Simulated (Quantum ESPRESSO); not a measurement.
# The states of the two spins in MnSe

Wanted: the exchange-split electronic structure of MnSe.

Program: Quantum ESPRESSO 7.5. Level of theory: LDA with U = 4 eV on Mn d (ortho-atomic projectors); plane waves with GBRV 1.5 LDA potentials, no spin-orbit coupling. Results are calculated unless marked as measured.

The database entry behind the starting cell differs from later determinations by our own check (about 0.4 % short), so it need not match the best structure at ambient conditions.

## (1) The structure

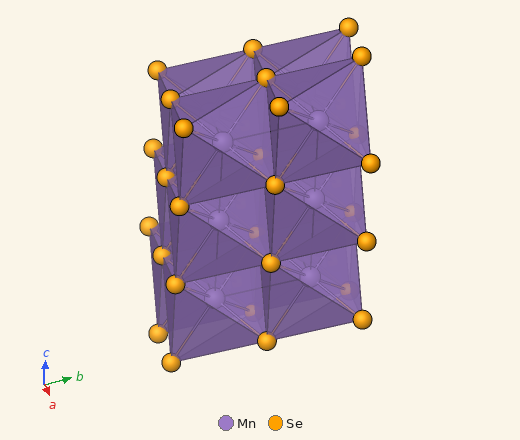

Start, viewed slightly off an axis; manganese light purple, selenium orange. Some periodic images of atoms are drawn too.

The cell comes from the Crystallography Open Database.

## (2) Ground-state run

This state came out lowest in a comparison of starts that is told elsewhere.

The input, pw.in:

```
&CONTROL
  calculation = 'scf'
  prefix = 'pwscf'
  outdir = './tmp'
  pseudo_dir = './pseudo'
  disk_io = 'low'
/
&SYSTEM
  ibrav = 0
  celldm(1) = 8
  nat = 4
  ntyp = 3
  ecutwfc = 40
  ecutrho = 280
  nbnd = 34
  occupations = 'smearing'
  smearing = 'fd'
  degauss = 0.00367493
  nspin = 2
  starting_magnetization(1) = 0.3
  starting_magnetization(2) = -0.3
  starting_magnetization(3) = 0
/
&ELECTRONS
  conv_thr = 8d-09
  electron_maxstep = 150
  mixing_beta = 0.3
/
ATOMIC_SPECIES
Mn1    54.9380 mn_lda_v1.5.uspp.F.UPF
Mn2    54.9380 mn_lda_v1.5.uspp.F.UPF
Se     78.9710 se_lda_v1.uspp.F.UPF
CELL_PARAMETERS alat
   0.0000000000000    0.6425068823728    0.6425068823728
   0.6425068823728    0.0000000000000    0.6425068823728
   1.2850137647455    1.2850137647455    0.0000000000000
ATOMIC_POSITIONS crystal
Mn1     0.0000000000    0.0000000000    0.0000000000
Mn2     0.0000000000    0.0000000000    0.5000000000
Se      0.5000000000    0.5000000000    0.2500000000
Se      0.5000000000    0.5000000000    0.7500000000
K_POINTS automatic
6 6 3 0 0 0
HUBBARD {ortho-atomic}
U Mn1-3d 4.0000
U Mn2-3d 4.0000
```

On the command line:

```bash
> OMP_NUM_THREADS=1 mpirun -n 4 pw.x -nk 4 -in pw.in > pw.out
```

Log:

```text
Program PWSCF v.7.5 starts

     Message from routine setup:
     using ibrav=0 with symmetry is DISCOURAGED, use correct ibrav instead

     K-points division:     npool     =       4
     Subspace diagonalization in iterative solution of the eigenvalue problem:

     bravais-lattice index     =            0
     lattice parameter (alat)  =       8.0000  a.u.
     unit-cell volume          =     543.2044 (a.u.)^3
     number of atoms/cell      =            4
     number of atomic types    =            3
     number of electrons       =        42.00
     number of Kohn-Sham states=           34
     kinetic-energy cutoff     =      40.0000  Ry
     charge density cutoff     =     280.0000  Ry
     scf convergence threshold =      8.0E-09
     mixing beta               =       0.3000
     number of iterations used =            8  plain     mixing
     Exchange-correlation= SLA  PZ   NOGX NOGC
                           (   1   1   0   0   0   0   0)
     Hubbard projectors: ortho-atomic
     Hubbard parameters of DFT+U (Dudarev formulation) in eV:
     U(Mn1-3d) =  4.0000
     U(Mn2-3d) =  4.0000

     Internal variables: lda_plus_u =T, lda_plus_u_kind = 0

     Internal variables: orbital_resolved =F, hub_pot_fix =F, apply_U = F

     celldm(1)=   8.000000  celldm(2)=   0.000000  celldm(3)=   0.000000
     celldm(4)=   0.000000  celldm(5)=   0.000000  celldm(6)=   0.000000

     crystal axes: (cart. coord. in units of alat)
               a(1) = (   0.000000   0.642507   0.642507 )
               a(2) = (   0.642507   0.000000   0.642507 )
               a(3) = (   1.285014   1.285014   0.000000 )

     reciprocal axes: (cart. coord. in units 2 pi/alat)
               b(1) = ( -0.778202  0.778202  0.778202 )
               b(2) = (  0.778202 -0.778202  0.778202 )
               b(3) = (  0.389101  0.389101 -0.389101 )

     PseudoPot. # 1 for Mn read from file:
     mn_lda_v1.5.uspp.F.UPF
     Pseudo is Ultrasoft + core correction, Zval = 15.0

     PseudoPot. # 2 for Mn read from file:
     mn_lda_v1.5.uspp.F.UPF
     Pseudo is Ultrasoft + core correction, Zval = 15.0

     PseudoPot. # 3 for Se read from file:
     se_lda_v1.uspp.F.UPF
     Pseudo is Ultrasoft + core correction, Zval =  6.0

     atomic species   valence    mass     pseudopotential
     Mn1              15.00    54.93800     Mn( 1.00)
     Mn2              15.00    54.93800     Mn( 1.00)
     Se                6.00    78.97100     Se( 1.00)

     Starting magnetic structure
     atomic species   magnetization
     Mn1             0.300
     Mn2            -0.300
     Se              0.000

     12 Sym. Ops., with inversion, found

   Cartesian axes

     site n.     atom                  positions (alat units)
         1        Mn1    tau(   1) = (   0.0000000   0.0000000   0.0000000  )
         2        Mn2    tau(   2) = (   0.6425069   0.6425069   0.0000000  )
         3        Se     tau(   3) = (   0.6425069   0.6425069   0.6425069  )
         4        Se     tau(   4) = (   1.2850138   1.2850138   0.6425069  )

     number of k points=    16  Fermi-Dirac smearing, width (Ry)=  0.0037
                       cart. coord. in units 2pi/alat
        k(    1) = (   0.0000000   0.0000000   0.0000000), wk =   0.0092593
        k(    2) = (   0.1297003   0.1297003  -0.1297003), wk =   0.0185185
        k(    3) = (   0.1297003  -0.1297003   0.1297003), wk =   0.0555556
        k(    4) = (   0.2594006   0.0000000  -0.0000000), wk =   0.0555556
        k(    5) = (  -0.0000000  -0.2594006   0.2594006), wk =   0.0555556
        [... 11 further k-points ...]

     Dense  grid:    43089 G-vectors     FFT dimensions: (  40,  40,  80)

     Smooth grid:    18641 G-vectors     FFT dimensions: (  30,  30,  60)

     Check: negative core charge=   -0.000028
     Generating pointlists ...
     new r_m :   0.2650 (alat units)  2.1203 (a.u.) for type    1
     new r_m :   0.2650 (alat units)  2.1203 (a.u.) for type    2
     new r_m :   0.2650 (alat units)  2.1203 (a.u.) for type    3

     Initial potential from superposition of free atoms

     starting charge      40.9997, renormalised to      42.0000

     STARTING HUBBARD OCCUPATIONS:

     =================== HUBBARD OCCUPATIONS ===================
     ------------------------ ATOM    1 ------------------------
     Tr[ns(  1)] (up, down, total) =   5.00000  0.00000  5.00000
     Atomic magnetic moment for atom   1 =   5.00000
     [... lines left out ...]
     ------------------------ ATOM    2 ------------------------
     Tr[ns(  2)] (up, down, total) =   0.00000  5.00000  5.00000
     Atomic magnetic moment for atom   2 =  -5.00000
     [... lines left out ...]
     Number of occupied Hubbard levels =   10.0000

     Atomic wfc used for Hubbard projectors are orthogonalized

     Starting wfcs are   34 randomized atomic wfcs

     Self-consistent Calculation

     iteration #  1     ecut=    40.00 Ry     beta= 0.30
     Davidson diagonalization with overlap
     ethr =  1.00E-02,  avg # of iterations =  4.7

     =================== HUBBARD OCCUPATIONS ===================
     ------------------------ ATOM    1 ------------------------
     Tr[ns(  1)] (up, down, total) =   4.86765  0.16281  5.03046
     Atomic magnetic moment for atom   1 =   4.70484
     [... lines left out ...]
     ------------------------ ATOM    2 ------------------------
     Tr[ns(  2)] (up, down, total) =   0.16282  4.86751  5.03034
     Atomic magnetic moment for atom   2 =  -4.70469
     [... lines left out ...]
     Number of occupied Hubbard levels =   10.0608

     total energy              =    -508.47700772 Ry
     estimated scf accuracy    <       0.92701494 Ry

     total magnetization       =    -0.00 Bohr mag/cell
     absolute magnetization    =     9.38 Bohr mag/cell

     iteration #  2     ecut=    40.00 Ry     beta= 0.30
     Davidson diagonalization with overlap
     ethr =  2.21E-03,  avg # of iterations =  2.0

     total energy              =    -508.63464561 Ry
     estimated scf accuracy    <       0.04044488 Ry

     total magnetization       =    -0.00 Bohr mag/cell
     absolute magnetization    =     9.39 Bohr mag/cell

     [... further iterations left out ...]

     iteration # 12     ecut=    40.00 Ry     beta= 0.30
     Davidson diagonalization with overlap
     ethr =  8.37E-11,  avg # of iterations =  3.5

     negative rho (up, down):  3.937E-04 3.937E-04

     total energy              =    -508.64726159 Ry
     estimated scf accuracy    <       0.00000003 Ry

     total magnetization       =     0.00 Bohr mag/cell
     absolute magnetization    =     9.37 Bohr mag/cell

     iteration # 13     ecut=    40.00 Ry     beta= 0.30
     Davidson diagonalization with overlap
     ethr =  6.63E-11,  avg # of iterations =  2.2

     negative rho (up, down):  3.937E-04 3.937E-04

     Magnetic moment per site  (integrated on atomic sphere of radius R)
     atom   1 (R=0.265)  charge= 13.3315  magn=  4.4333
     atom   2 (R=0.265)  charge= 13.3315  magn= -4.4333
     atom   3 (R=0.265)  charge=  4.3973  magn=  0.0000
     atom   4 (R=0.265)  charge=  4.3973  magn=  0.0000

     End of self-consistent calculation

     =================== HUBBARD OCCUPATIONS ===================
     ------------------------ ATOM    1 ------------------------
     Tr[ns(  1)] (up, down, total) =   4.96806  0.32849  5.29655
     Atomic magnetic moment for atom   1 =   4.63957
     [... lines left out ...]
     ------------------------ ATOM    2 ------------------------
     Tr[ns(  2)] (up, down, total) =   0.32849  4.96806  5.29655
     Atomic magnetic moment for atom   2 =  -4.63957
     [... lines left out ...]
     Number of occupied Hubbard levels =   10.5931

     [... lines left out ...]
     the Fermi energy is     9.3881 ev

!    total energy              =    -508.64726160 Ry
     estimated scf accuracy    <          1.5E-10 Ry
     smearing contrib. (-TS)   =      -0.00000001 Ry
     internal energy E=F+TS    =    -508.64726159 Ry

     The total energy is F=E-TS. E is the sum of the following terms:
     one-electron contribution =    -280.79531154 Ry
     hartree contribution      =     154.41098040 Ry
     xc contribution           =    -111.38846653 Ry
     ewald contribution        =    -270.97003916 Ry
     Hubbard energy            =       0.09557523 Ry

     total magnetization       =     0.00 Bohr mag/cell
     absolute magnetization    =     9.37 Bohr mag/cell

     convergence has been achieved in  13 iterations

=------------------------------------------------------------------------------=
   JOB DONE.
=------------------------------------------------------------------------------=
```

It took 16 s on 4 MPI ranks of Arm Neoverse V2, shared host; peak memory 0.49 GiB; 64 s of CPU time.

Spin moment in the atom's sphere by atom:

```
atom  spin moment in the atom's sphere (μB)
 Mn1                                   4.43
 Mn2                                  -4.43
 Se3                                   0.00
 Se4                                   0.00
```

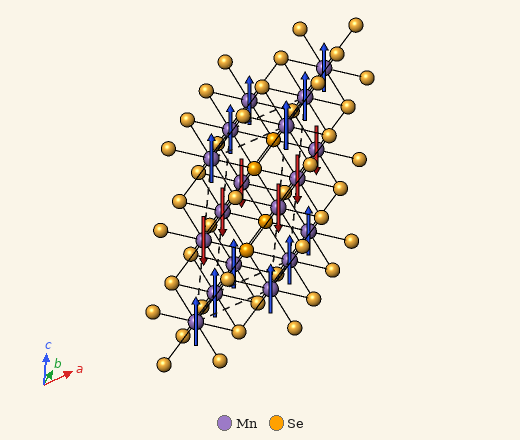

Spin moment in the atom's sphere as arrows, the longest 4.43 μB. Up and down stand for the sign. Arrows give size and sign along the axis of quantisation, drawn up and down the page. The two directions have two colours. 1×2×1 cells are drawn. Some periodic images of atoms are drawn too.

Read from the output:

- smearing term TS: 1.14e-7 eV
- magnetization: 0 μB
- absolute magnetization: 9.37 μB
- final state: antiferromagnetic

## (3) Post-processing

The input, projwfc.in:

```
&PROJWFC
  prefix = 'pwscf'
  outdir = './tmp'
  filpdos = 'pdos'
  ngauss = 0
  degauss = 0.01
  DeltaE = 0.05
  Emin = 0.39
  Emax = 14.39
/
```

On the command line:

```bash
> OMP_NUM_THREADS=1 mpirun -n 4 projwfc.x -nk 4 -in projwfc.in > projwfc.out
```

Log:

```text
[banner, memory and clock lines left out]
Program PROJWFC v.7.5 starts

     [... lines left out ...]
     IMPORTANT: XC functional enforced from input :
     Exchange-correlation= PZ
                           (   1   1   0   0   0   0   0)
     Any further DFT definition will be discarded
     Please, verify this is what you really want

     G-vector sticks info

     Check: negative core charge=   -0.000028

     negative rho (up, down):  3.937E-04 3.937E-04

     Gaussian broadening (read from input): ngauss,degauss=   0    0.010000

     Calling projwave ....

  Problem Sizes
  natomwfc =           34
  nbnd     =           34
  nkstot   =           32
  npwx     =         2381
  nkb      =           72

     Atomic states used for projection
     (read from pseudopotential files):

     state #   1: atom   1 (Mn1), wfc  1 (l=0 m= 1)
     state #   2: atom   1 (Mn1), wfc  2 (l=1 m= 1)
     state #   3: atom   1 (Mn1), wfc  2 (l=1 m= 2)
     state #   4: atom   1 (Mn1), wfc  2 (l=1 m= 3)
     state #   5: atom   1 (Mn1), wfc  3 (l=0 m= 1)
     state #   6: atom   1 (Mn1), wfc  4 (l=2 m= 1)
     state #   7: atom   1 (Mn1), wfc  4 (l=2 m= 2)
     state #   8: atom   1 (Mn1), wfc  4 (l=2 m= 3)
     state #   9: atom   1 (Mn1), wfc  4 (l=2 m= 4)
     state #  10: atom   1 (Mn1), wfc  4 (l=2 m= 5)
     state #  11: atom   1 (Mn1), wfc  5 (l=1 m= 1)
     state #  12: atom   1 (Mn1), wfc  5 (l=1 m= 2)
     state #  13: atom   1 (Mn1), wfc  5 (l=1 m= 3)
     state #  14: atom   2 (Mn2), wfc  1 (l=0 m= 1)
     state #  15: atom   2 (Mn2), wfc  2 (l=1 m= 1)
     state #  16: atom   2 (Mn2), wfc  2 (l=1 m= 2)
     state #  17: atom   2 (Mn2), wfc  2 (l=1 m= 3)
     state #  18: atom   2 (Mn2), wfc  3 (l=0 m= 1)
     state #  19: atom   2 (Mn2), wfc  4 (l=2 m= 1)
     state #  20: atom   2 (Mn2), wfc  4 (l=2 m= 2)
     state #  21: atom   2 (Mn2), wfc  4 (l=2 m= 3)
     state #  22: atom   2 (Mn2), wfc  4 (l=2 m= 4)
     state #  23: atom   2 (Mn2), wfc  4 (l=2 m= 5)
     state #  24: atom   2 (Mn2), wfc  5 (l=1 m= 1)
     state #  25: atom   2 (Mn2), wfc  5 (l=1 m= 2)
     state #  26: atom   2 (Mn2), wfc  5 (l=1 m= 3)
     state #  27: atom   3 (Se ), wfc  1 (l=0 m= 1)
     state #  28: atom   3 (Se ), wfc  2 (l=1 m= 1)
     state #  29: atom   3 (Se ), wfc  2 (l=1 m= 2)
     state #  30: atom   3 (Se ), wfc  2 (l=1 m= 3)
     state #  31: atom   4 (Se ), wfc  1 (l=0 m= 1)
     state #  32: atom   4 (Se ), wfc  2 (l=1 m= 1)
     state #  33: atom   4 (Se ), wfc  2 (l=1 m= 2)
     state #  34: atom   4 (Se ), wfc  2 (l=1 m= 3)

 [... projections of the bands left out ...]

Lowdin Charges:

     Atom #   1: total charge =  15.0397, s =  2.5247, p =  7.2185, d =  5.2966,
                 spin up      =   9.8715, s =  1.2801,
                 spin up      =   9.8715, p =  3.6233, pz=  1.2078, px=  1.2078, py=  1.2078,
                 spin up      =   9.8715, d =  4.9681, dz2=  0.9897, dxz=  0.9962, dyz=  0.9962, dx2-y2=  0.9897, dxy=  0.9962,
                 spin down    =   5.1682, s =  1.2445,
                 spin down    =   5.1682, p =  3.5952, pz=  1.1984, px=  1.1984, py=  1.1984,
                 spin down    =   5.1682, d =  0.3285, dz2=  0.1293, dxz=  0.0233, dyz=  0.0233, dx2-y2=  0.1293, dxy=  0.0233,
                 polarization =   4.7033, s =  0.0356, p =  0.0281, d =  4.6396,
     Atom #   2: total charge =  15.0397, s =  2.5247, p =  7.2185, d =  5.2966,
                 spin up      =   5.1682, s =  1.2445,
                 spin up      =   5.1682, p =  3.5952, pz=  1.1984, px=  1.1984, py=  1.1984,
                 spin up      =   5.1682, d =  0.3285, dz2=  0.1293, dxz=  0.0233, dyz=  0.0233, dx2-y2=  0.1293, dxy=  0.0233,
                 spin down    =   9.8715, s =  1.2801,
                 spin down    =   9.8715, p =  3.6233, pz=  1.2078, px=  1.2078, py=  1.2078,
                 spin down    =   9.8715, d =  4.9681, dz2=  0.9897, dxz=  0.9962, dyz=  0.9962, dx2-y2=  0.9897, dxy=  0.9962,
                 polarization =  -4.7033, s = -0.0356, p = -0.0281, d = -4.6396,
     Atom #   3: total charge =   5.9344, s =  1.5752, p =  4.3592, d =  0.0000,
                 spin up      =   2.9672, s =  0.7876,
                 spin up      =   2.9672, p =  2.1796, pz=  0.7265, px=  0.7265, py=  0.7265,
                 spin up      =   2.9672, d =  0.0000, dz2=  0.0000, dxz=  0.0000, dyz=  0.0000, dx2-y2=  0.0000, dxy=  0.0000,
                 spin down    =   2.9672, s =  0.7876,
                 spin down    =   2.9672, p =  2.1796, pz=  0.7265, px=  0.7265, py=  0.7265,
                 spin down    =   2.9672, d =  0.0000, dz2=  0.0000, dxz=  0.0000, dyz=  0.0000, dx2-y2=  0.0000, dxy=  0.0000,
                 polarization =   0.0000, s = -0.0000, p =  0.0000, d =  0.0000,
     Atom #   4: total charge =   5.9344, s =  1.5752, p =  4.3592, d =  0.0000,
                 spin up      =   2.9672, s =  0.7876,
                 spin up      =   2.9672, p =  2.1796, pz=  0.7265, px=  0.7265, py=  0.7265,
                 spin up      =   2.9672, d =  0.0000, dz2=  0.0000, dxz=  0.0000, dyz=  0.0000, dx2-y2=  0.0000, dxy=  0.0000,
                 spin down    =   2.9672, s =  0.7876,
                 spin down    =   2.9672, p =  2.1796, pz=  0.7265, px=  0.7265, py=  0.7265,
                 spin down    =   2.9672, d =  0.0000, dz2=  0.0000, dxz=  0.0000, dyz=  0.0000, dx2-y2=  0.0000, dxy=  0.0000,
                 polarization =   0.0000, s = -0.0000, p =  0.0000, d =  0.0000,
     Spilling Parameter:   0.0012
```

It took 1.4 s on 4 MPI ranks; peak memory 0.08 GiB.

The density of states has structure finer than the step of the table below, so its rows give means over 1 eV, whole bins alone (the curve runs from -9.00 to 5.05 eV). Peaks (eV: height): up = down -5.9: 6.39, -5.5: 5.74, -4.8: 3.22, 2.5: 5.33; Mn1 d up -5.9: 5.02, -5.5: 4.96, -4.8: 1.35; Mn1 d down 1.6: 1.73, 2.5: 4.51; Mn2 d up 1.6: 1.73, 2.5: 4.51; Mn2 d down -5.9: 5.02, -5.5: 4.96, -4.8: 1.35.

Gaussian broadening of 0.136 eV on the SCF mesh. The density of states by energy, zero at the Fermi level; means over each step; values in states/eV/cell:

```
energy (eV)  up = down  Mn1 d up  Mn1 d down  Mn2 d up  Mn2 d down  Se3 p up  Se3 p down
         -8          0         0           0         0           0         0           0
         -7      0.181    0.0791     0.00107   0.00107      0.0791    0.0344      0.0344
         -6       3.97      3.02      0.0138    0.0138        3.02     0.331       0.331
         -5       2.11      1.27      0.0250    0.0250        1.27     0.258       0.258
         -4       1.16     0.225      0.0333    0.0333       0.225     0.306       0.306
         -3       1.10    0.0667      0.0543    0.0543      0.0667     0.380       0.380
         -2       1.73     0.190       0.118     0.118       0.190     0.580       0.580
         -1      0.749    0.0777      0.0702    0.0702      0.0777     0.277       0.277
          0    0.00213    8.9e-5      2.6e-5    2.6e-5      8.9e-5    4.4e-4      4.4e-4
          1      0.314   0.00112       0.151     0.151     0.00112   0.00214     0.00214
          2       3.03   0.00526        2.31      2.31     0.00526    0.0474      0.0474
          3       2.28   0.00532        1.73      1.73     0.00532    0.0830      0.0830
          4       1.14   0.00300       0.139     0.139     0.00300    0.0529      0.0529
```

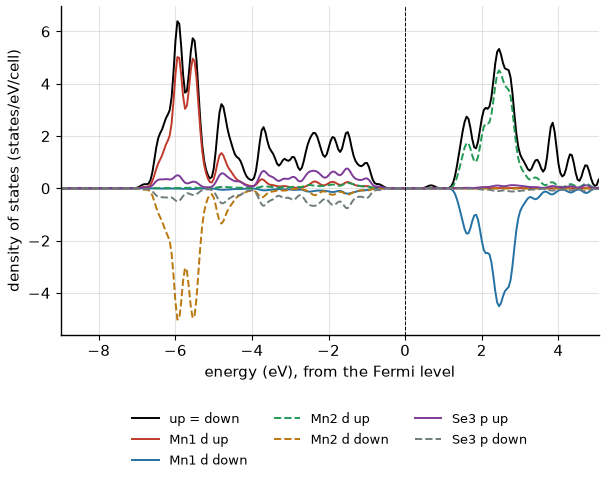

Density of states, plotted against energy. Down spins are drawn negative.

## (4) Results

```json
{"state": "antiferromagnetic", "largest moment in a sphere": "4.43 μB"}
```

What this shows: Distinct peaks of the density of states (up = down) stand at -5.95, -5.55, -4.80, 1.60 and 2.45 eV; the one at -5.95 eV is strongest. These are Kohn–Sham states without spin–orbit coupling, on the mesh of the self-consistent run. The moments are opposed on like sites, so the totals of the two spins are equal and the projections on single atoms show the splitting.

[Logs and program files are shortened in this print: banners, set-up blocks, solver, clock and traceback lines can be left out without a mark of their own.]

[Logs are printed without paths, hosts, clocks, repeated set-up lines and the standing remarks that a program may print on its own settings, such as how far it seeks lower states.]

[Hosts, paths, dates, database ids (printed as entryN), source tags and the programs' standing remarks are cut or masked in the printed files.]

[Where a cell is said to come from a database of computed structures, the database is the Materials Project.]
